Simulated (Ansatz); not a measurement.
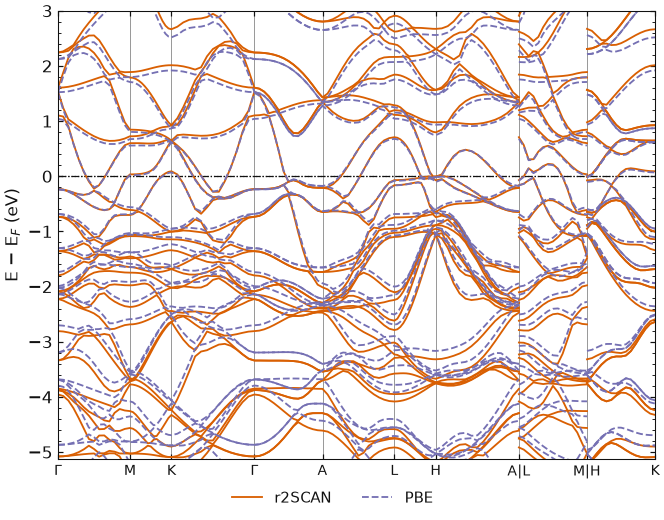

Band structures of TaRu₅, space group P-62m, 6 atoms in the cell, by two methods on the same cell. Each is counted from its own Fermi level.

Question: How do the methods compare?

Answer: Both give a metal. The 12 bands that come within 1 eV of the Fermi level differ by 0.05 eV on average and by 0.12 eV at most (between K and Γ).

Settings. r2SCAN: DFT r2SCAN, scalar-relativistic, plane waves, PAW, no spin polarisation, 12×12×8 k mesh, 500 eV cutoff (Ansatz 0.2.0). PBE: DFT PBE, scalar-relativistic, plane waves, PAW, no spin polarisation, 12×12×8 k mesh, 420 eV cutoff (Ansatz 0.2.0).

The structure is an invented one, so it need not be a known or stable phase. Spin-orbit coupling is left out, which matters for Ta.
